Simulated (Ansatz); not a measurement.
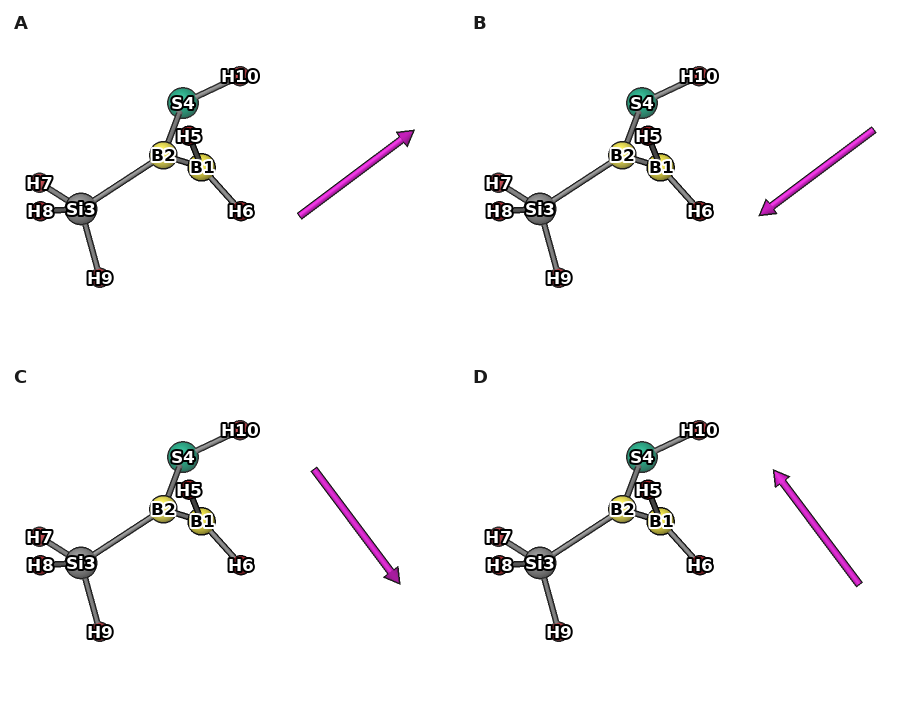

The same molecule four times, each with an arrow. The computed structure is the end point of a PBE-D4/def2-SVP optimisation. No frequency run is at hand to confirm it as a minimum. Level of theory: RKS PBE-D4/def2-SVP (Ansatz 0.2.0).

### Which arrow points along the dipole moment, from the negative to the positive end?

A. The dipole moment is 1.24 D; it points from the side of H8 to the side of H10 (the outermost atoms at the two ends).
